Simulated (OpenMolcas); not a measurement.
## Multiconfigurational calculation, with input and output: Ti²⁺ complex

- system: Ti²⁺ with 6 ligands (S; octahedron, 2.64 Å), neutralised by 6 outer point charges of +1.7 e, whose field is part of the energies.
- method: state-averaged CASSCF, active space 2 electrons in the shell 3d, basis ANO-RCC-VTZP on the metal and ANO-RCC-VDZP on the ligands, DKH2 scalar Hamiltonian, spin-orbit coupling by RASSI with atomic mean-field integrals (OpenMolcas)

Key numbers:

| quantity | value |
| --- | --- |
| outcome | converged |
| energy of the lowest spin-free term | −3250.76878 hartree |
| energy of the lowest spin-orbit level | −3250.76935 hartree |
| largest spread among components of a term | 0.0 cm⁻¹ |
| hardware | 1 thread of Arm Neoverse V1, 24 GiB of memory available, shared host |
| wall time | 42 s |
| peak memory | 0.2 GiB |

Notes:

Without dynamic correlation the splittings between terms come out too large, often by 20 to 50 %. Caveats: covalent bonds, ligand orbitals missing from the active space; bare point charges leave oxide and sulfide ligands too diffuse, field too small; distances are set from ionic radii, not optimised.

Input:
```
&GATEWAY
Coord
7

Ti 0.0 0.0 0.0
S 2.640000 0.000000 0.000000
S 0.000000 2.640000 0.000000
S -2.640000 0.000000 0.000000
S 0.000000 -2.640000 0.000000
S 0.000000 0.000000 2.640000
S 0.000000 0.000000 -2.640000
Basis=Ti.ANO-RCC-VTZP,S.ANO-RCC-VDZP
Group=XYZ
NoMove
AngMom=0.0 0.0 0.0
AMFI
RICD
XField
3 Angstrom 0
5.040000 0.000000 0.000000 1.666667
0.000000 5.040000 0.000000 1.666667
0.000000 0.000000 5.040000 1.666667
&SEWARD
&RASSCF
FileOrb=start.orb
Symmetry=1
Spin=3
nActEl=2 0 0
Inactive=30 33
Ras2=5 0
CIRoot=10 10 1
SDav=10
CIMx=300
Iter=150 100
PrWF=0.3
OrbListing=Nothing
MaxOrb=0
LevShft=1.0
>>> COPY $Project.JobIph JOB001
&RASSCF
FileOrb=start.orb
Symmetry=1
Spin=1
nActEl=2 0 0
Inactive=30 33
Ras2=5 0
CIRoot=15 15 1
SDav=15
CIMx=300
Iter=150 100
PrWF=0.3
OrbListing=Nothing
MaxOrb=0
LevShft=1.0
>>> COPY $Project.JobIph JOB002
&RASSI
NrOfJobIphs=2 10 15
1 2 3 4 5 6 7 8 9 10
1 2 3 4 5 6 7 8 9 10 11 12 13 14 15
IphNames
JOB001
JOB002
EJob
SpinOrbit
DIPRint=1.0
SOCoupling=1000.0
Subsets=2
Property=9
'ANGMOM' 1 'ANGMOM' 2 'ANGMOM' 3 'MLTPL  1' 1 'MLTPL  1' 2 'MLTPL  1' 3
'AMFI' 1 'AMFI' 2 'AMFI' 3
SOProperty=3
'ANGMOM' 1 'ANGMOM' 2 'ANGMOM' 3
```

The file start.orb holds starting orbitals from an earlier step. A driver script formed the levels outside the program, from RASSI's spin-orbit matrix and the active-space energies, averaged over the components of each term or state.

Launched with:
```bash
OMP_NUM_THREADS=1 MOLCAS_MEM=2457 MOLCAS_PROJECT=a pymolcas a.inp > a.log  # once for each step of the input, in one work folder
```

The program's output (extracts):
```
--- SEWARD ---
Basis set label: TI.ANO-RCC...6S5P3D2F1G.

      Electronic valence basis set:
      ------------------
      Associated Effective Charge  22.000000 au
      Associated Actual Charge     22.000000 au
      Nuclear Model: Point charge

      Shell  nPrim  nBasis  Cartesian Spherical Contaminant
         s      21       6        X
         p      15       5        X
         d      10       3                 X
         f       6       2                 X
         g       4       1                 X
                  Relativistic Douglas-Kroll-Hess integrals:
                    - DKH order of Hamiltonian: 2
                    - DKH order of Properties : 0
                  Atomic mean-field integrals
--- RASSCF ---
Wave function specifications:
      -----------------------------

      Number of closed shell electrons         126
      Number of electrons in active shells       2
      Max number of holes in RAS1 space          0
      Max nr of electrons in RAS3 space          0
      Number of inactive orbitals               63
      Number of active orbitals                  5
      Number of secondary orbitals              99
      Spin quantum number                      1.0
      State symmetry                             1
Orbital specifications:
      -----------------------

      Symmetry species                           1   2
                                                ag  au
      Frozen orbitals                            0   0
      Inactive orbitals                         30  33
      Active orbitals                            5   0
      RAS1 orbitals                              0   0
      RAS2 orbitals                              5   0
      RAS3 orbitals                              0   0
      Secondary orbitals                        49  50
      Deleted orbitals                           0   0
      Number of basis functions                 84  83
      Number of CSFs                            10
      Number of root(s) required                10
      Iter CI   SX   CI       RASSCF       Energy    max ROT     max BLB   max BLB  Level Ln srch  Step   QN
          iter iter root      energy       change     param      element    value   shift minimum  type update
 Nr of preliminary CI iterations:   1
      Total energies have been shifted. Add                -3000.00 au
        1   1   14    0  -248.53260676    0.00E+00  -9.33E-02   33  78 2 -3.98E-01*  1.02   0.00    SX    NO
        2   1   14    0  -249.78386632   -1.25E+00* -8.51E-02   30  79 1 -2.86E-01*  0.91   0.00    SX    NO
        3   1   14    0  -250.35545015   -5.72E-01* -6.08E-02   30  79 1 -1.83E-01*  0.86   0.00    SX    NO
        4   1   14    0  -250.56613734   -2.11E-01*  3.81E-02   30  79 1 -1.10E-01*  0.85   0.00    SX    NO
        5   1   14    0  -250.64896181   -8.28E-02*  4.04E-02   30  79 1 -7.07E-02*  0.85   2.50    LS   YES
        6   1   13    0  -250.69924836   -5.03E-02* -3.15E-02   17  68 1  3.78E-02*  0.84   1.75    QN   YES
        7   1   13    0  -250.72798609   -2.87E-02* -2.27E-02   28  78 1  3.28E-02*  0.84   1.88    LS   YES
        8   1   13    0  -250.73581637   -7.83E-03*  1.07E-02   21  70 1  2.92E-02*  0.84   1.22    QN   YES
        9   1   12    0  -250.74371500   -7.90E-03*  1.13E-02    6  59 1  1.83E-02*  0.83   2.18    LS   YES
       10   1   12    0  -250.74693864   -3.22E-03*  4.69E-03   27  78 2  1.51E-02*  0.83   1.12    QN   YES
        ...
       19   1    8    0  -250.74857220   -3.06E-07*  4.55E-05   30  82 1  6.70E-05   0.83   1.72    LS   YES
       20   1    8    0  -250.74857227   -6.28E-08* -2.14E-05    6  46 2  9.81E-05   0.83   0.98    QN   YES
       21   1    7    0  -250.74857232   -4.97E-08* -1.82E-05   20  58 2 -2.95E-05   0.83   1.85    LS   YES
       22   1    7    0  -250.74857233   -9.46E-09  -1.22E-05    6  46 2 -6.79E-05   0.83   0.82    QN   YES
      Convergence after 22 iterations
       23   1    7    0  -250.74857234   -1.10E-08* -1.22E-05    6  46 2 -1.47E-05   0.83   0.82    QN   YES
      Natural orbitals and occupation numbers for root  1
      sym 1:   0.825679   0.825679   0.174321   0.174321   0.000000
      Natural orbitals and occupation numbers for root  2
      sym 1:   0.825692   0.174308   0.174308   0.825692   0.000000
      Natural orbitals and occupation numbers for root  3
      sym 1:   0.175186   0.824814   0.000000   0.824814   0.175186
::    RASSCF root number  1 Total energy:  -3250.76877520
::    RASSCF root number  2 Total energy:  -3250.76877520
::    RASSCF root number  3 Total energy:  -3250.76877520
::    RASSCF root number  4 Total energy:  -3250.76413563
::    RASSCF root number  5 Total energy:  -3250.76413563
::    RASSCF root number  6 Total energy:  -3250.76413563
::    RASSCF root number  7 Total energy:  -3250.75772645
::    RASSCF root number  8 Total energy:  -3250.70975480
::    RASSCF root number  9 Total energy:  -3250.70975480
::    RASSCF root number 10 Total energy:  -3250.70975480
--- RASSCF ---
Wave function specifications:
      -----------------------------

      Number of closed shell electrons         126
      Number of electrons in active shells       2
      Max number of holes in RAS1 space          0
      Max nr of electrons in RAS3 space          0
      Number of inactive orbitals               63
      Number of active orbitals                  5
      Number of secondary orbitals              99
      Spin quantum number                      0.0
      State symmetry                             1
Orbital specifications:
      -----------------------

      Symmetry species                           1   2
                                                ag  au
      Frozen orbitals                            0   0
      Inactive orbitals                         30  33
      Active orbitals                            5   0
      RAS1 orbitals                              0   0
      RAS2 orbitals                              5   0
      RAS3 orbitals                              0   0
      Secondary orbitals                        49  50
      Deleted orbitals                           0   0
      Number of basis functions                 84  83
      Number of CSFs                            15
      Number of root(s) required                15
      Iter CI   SX   CI       RASSCF       Energy    max ROT     max BLB   max BLB  Level Ln srch  Step   QN
          iter iter root      energy       change     param      element    value   shift minimum  type update
 Nr of preliminary CI iterations:   1
      Total energies have been shifted. Add                -3000.00 au
        1   1   11    0  -250.69497158    0.00E+00  -1.15E-02   33  39 1 -6.64E-03*  0.92   0.00    SX    NO
        2   1   11    0  -250.69573471   -7.63E-04*  5.94E-03   21  46 2 -5.48E-03*  0.91   0.00    SX    NO
        3   1   10    0  -250.69602405   -2.89E-04* -4.01E-03   23  33 1  2.65E-03*  0.91   0.00    SX    NO
        4   1   10    0  -250.69615495   -1.31E-04* -2.73E-03   23  33 1  2.03E-03*  0.91   0.00    SX    NO
        5   1   10    0  -250.69621753   -6.26E-05* -4.00E-03   23  33 1  1.51E-03*  0.91   2.50    LS   YES
        6   1    9    0  -250.69626925   -5.17E-05* -2.32E-03   23  33 1  7.63E-04*  0.91   1.59    LS   YES
        7   1    9    0  -250.69627750   -8.25E-06* -4.35E-04   20  44 2  4.35E-04*  0.90   1.02    QN   YES
        8   1    9    0  -250.69627960   -2.11E-06* -5.47E-04   21  46 2  2.31E-04*  0.90   2.26    LS   YES
        9   1    8    0  -250.69628071   -1.10E-06* -1.10E-04   22  58 1 -1.03E-04*  0.90   1.14    QN   YES
       10   1    7    0  -250.69628082   -1.10E-07* -6.51E-05   22  58 1 -6.05E-05   0.90   1.59    LS   YES
       11   1    7    0  -250.69628084   -1.74E-08*  3.73E-05   20  44 2 -4.85E-05   0.90   1.00    QN   YES
       12   1    7    0  -250.69628086   -1.92E-08* -2.13E-05   23  33 1 -2.31E-05   0.90   1.78    QN   YES
       13   1    6    0  -250.69628086   -5.32E-09   7.61E-06   22  36 1  1.18E-05   0.90   2.50    QN   YES
      Convergence after 13 iterations
       14   1    6    0  -250.69628086   -1.07E-09   7.61E-06   22  36 1  6.82E-06   0.90   2.50    QN   YES
      Natural orbitals and occupation numbers for root  1
      sym 1:   0.000000   0.511251   0.488722   0.488751   0.511276
      Natural orbitals and occupation numbers for root  2
      sym 1:   0.515356   0.484679   0.484266   0.515699   0.000000
      Natural orbitals and occupation numbers for root  3
      sym 1:   0.515872   0.000000   0.484880   0.484059   0.515188
::    RASSCF root number  1 Total energy:  -3250.72058453
::    RASSCF root number  2 Total energy:  -3250.72058453
::    RASSCF root number  3 Total energy:  -3250.72058453
::    RASSCF root number  4 Total energy:  -3250.71819144
::    RASSCF root number  5 Total energy:  -3250.71819144
::    RASSCF root number  6 Total energy:  -3250.69586507
::    RASSCF root number  7 Total energy:  -3250.69586507
::    RASSCF root number  8 Total energy:  -3250.69586507
::    RASSCF root number  9 Total energy:  -3250.69453759
::    RASSCF root number 10 Total energy:  -3250.69453759
::    RASSCF root number 11 Total energy:  -3250.69453759
::    RASSCF root number 12 Total energy:  -3250.69374019
::    RASSCF root number 13 Total energy:  -3250.69374019
::    RASSCF root number 14 Total energy:  -3250.69301865
::    RASSCF root number 15 Total energy:  -3250.59436945
--- RASSI ---
SPIN-FREE ENERGIES:
  (Shifted by EMIN (a.u.) =      -3250.7687752045)

 SF State       Relative EMIN(au)   Rel lowest level(eV)    D:o, cm**(-1)

     1             0.0000000000        0.0000000000              0.0000
     2             0.0000000000        0.0000000000              0.0000
     3             0.0000000000        0.0000000000              0.0000
     4             0.0046395688        0.1262490990           1018.2677
     5             0.0046395688        0.1262490990           1018.2677
     6             0.0046395688        0.1262490990           1018.2677
     7             0.0110487563        0.3006519749           2424.9217
    11             0.0481906779        1.3113351499          10576.6313
    12             0.0481906787        1.3113351702          10576.6314
    13             0.0481906787        1.3113351702          10576.6314
    14             0.0505837658        1.3764543898          11101.8534
    15             0.0505837665        1.3764544092          11101.8535
    10             0.0590204024        1.6060269673          12953.4811
     8             0.0590204024        1.6060269673          12953.4811
     9             0.0590204024        1.6060269673          12953.4811
    16             0.0729101318        1.9839857564          16001.9243
    17             0.0729101318        1.9839857564          16001.9243
    18             0.0729101318        1.9839857564          16001.9243
    19             0.0742376110        2.0201083072          16293.2723
    20             0.0742376110        2.0201083072          16293.2723
    21             0.0742376110        2.0201083072          16293.2723
    22             0.0750350173        2.0418068377          16468.2828
    23             0.0750350173        2.0418068377          16468.2828
    24             0.0757565586        2.0614409762          16626.6428
    25             0.1744057512        4.7458222584          38277.6379
     Dipole printing threshold changed to   1.00000000E+00
Eigenvalues of complex Hamiltonian:
   -----------------------------------
  (Shifted by EMIN (a.u.) =      -3250.7687752045)

 SO State       Relative EMIN(au)   Rel lowest level(eV)    D:o, cm**(-1)

     1            -0.0005750512        0.0000000000              0.0000
     2            -0.0005750512        0.0000000004              0.0000
     3            -0.0004716939        0.0028124939             22.6843
     4            -0.0004716939        0.0028124940             22.6843
     5            -0.0004716939        0.0028124942             22.6843
     6             0.0003463219        0.0250718392            202.2180
     7             0.0003463219        0.0250718394            202.2180
     8             0.0003463219        0.0250718390            202.2180
     9             0.0008163006        0.0378606093            305.3664
    10             0.0043601767        0.1342943918           1083.1573
    11             0.0044596060        0.1369999996           1104.9795
    12             0.0044596060        0.1370000000           1104.9795
    13             0.0044596060        0.1369999998           1104.9795
    14             0.0048390542        0.1473253128           1188.2588
    15             0.0048390542        0.1473253124           1188.2588
    16             0.0048390542        0.1473253126           1188.2588
    17             0.0049274110        0.1497296233           1207.6509
    18             0.0049274110        0.1497296229           1207.6509
    19             0.0111308499        0.3185337966           2569.1483
    20             0.0111308499        0.3185337965           2569.1483
    21             0.0111308499        0.3185337966           2569.1483
    22             0.0481545804        1.3260008277          10694.9179
    23             0.0481545812        1.3260008479          10694.9181
    24             0.0481545812        1.3260008479          10694.9181
    25             0.0505291859        1.3906171346          11216.0836
    26             0.0505291866        1.3906171539          11216.0838
    27             0.0584650820        1.6065638690          12957.8115
    28             0.0587499501        1.6143155236          13020.3328
    29             0.0587499501        1.6143155236          13020.3328
    30             0.0587499501        1.6143155236          13020.3328
    31             0.0593423754        1.6304362386          13150.3551
    32             0.0593423754        1.6304362385          13150.3551
    33             0.0593423754        1.6304362386          13150.3551
    34             0.0593572500        1.6308409958          13153.6197
    35             0.0593572500        1.6308409960          13153.6197
    36             0.0729144272        1.9997505816          16129.0762
    37             0.0729144272        1.9997505816          16129.0762
    38             0.0729144272        1.9997505816          16129.0762
    39             0.0742416482        2.0358661034          16420.3675
    40             0.0742416482        2.0358661034          16420.3675
    41             0.0742416482        2.0358661034          16420.3675
Weights of the five most important spin-orbit-free states for each spin-orbit state.

 SO State  Total energy (au)           Spin-free states, spin, and weights
 -------------------------------------------------------------------------------------------------------
    1        -0.000575       3 1.0  0.6118    1 1.0  0.3079    2 1.0  0.0519    5 1.0  0.0173    6 1.0  0.0099
    2        -0.000575       2 1.0  0.5958    1 1.0  0.3398    3 1.0  0.0360    4 1.0  0.0178    6 1.0  0.0089
    3        -0.000472       3 1.0  0.4942    1 1.0  0.4935    6 1.0  0.0057    4 1.0  0.0057    2 1.0  0.0007
    4        -0.000472       3 1.0  0.4942    2 1.0  0.4935    4 1.0  0.0057    5 1.0  0.0057    1 1.0  0.0007
    5        -0.000472       1 1.0  0.4942    2 1.0  0.4942    6 1.0  0.0057    5 1.0  0.0057   12 0.0  0.0001
    6         0.000346       3 1.0  0.4931    2 1.0  0.4925    4 1.0  0.0068    5 1.0  0.0068    1 1.0  0.0006
    7         0.000346       3 1.0  0.4931    1 1.0  0.4925    4 1.0  0.0068    6 1.0  0.0068    2 1.0  0.0007
    8         0.000346       1 1.0  0.4931    2 1.0  0.4931    6 1.0  0.0068    5 1.0  0.0068   20 0.0  0.0000
    9         0.000816       3 1.0  0.3333    1 1.0  0.3333    2 1.0  0.3333   24 0.0  0.0001   25 0.0  0.0000
   10         0.004360       5 1.0  0.3333    6 1.0  0.3333    4 1.0  0.3333    1 1.0  0.0000    2 1.0  0.0000
   11         0.004460       6 1.0  0.4876    5 1.0  0.4876    7 1.0  0.0131    1 1.0  0.0058    2 1.0  0.0058
   12         0.004460       4 1.0  0.4876    6 1.0  0.4876    7 1.0  0.0131    3 1.0  0.0058    1 1.0  0.0057
```

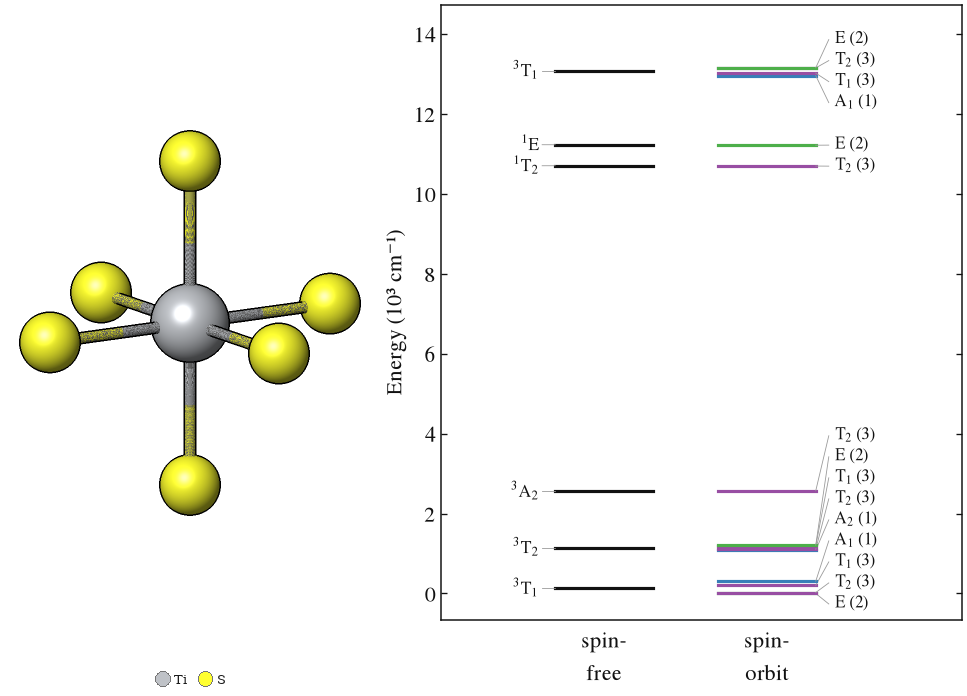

**Figure 1.** Ti²⁺ (3d²) with 6 ligands, S²⁻, at 2.64 Å (arrangement: octahedron, Oh), neutralised by outer point charges of +1.7 e, and its levels. Labels give the representation in O, Td, D4 or D3 as the site allows (double group for half-integer spin) where it could be assigned and, in brackets, the degeneracy; spin-free states, where drawn, share the zero of the spin-orbit levels. The ground level is E, doubly degenerate, 100 % from states of spin multiplicity 3. Its principal g values are all close to zero. The next level lies at 23 cm⁻¹ (T₂). The lowest spin-free state is ³T₁, from the free-ion F term; of the same spin there follow at 1,020 cm⁻¹ (³T₂), 2,420 cm⁻¹ (³A₂) and 13,000 cm⁻¹ (³T₁) above it. The active orbitals hold 90 to 97 % metal character (Löwdin), and the Mulliken charge of the metal is +2.70.
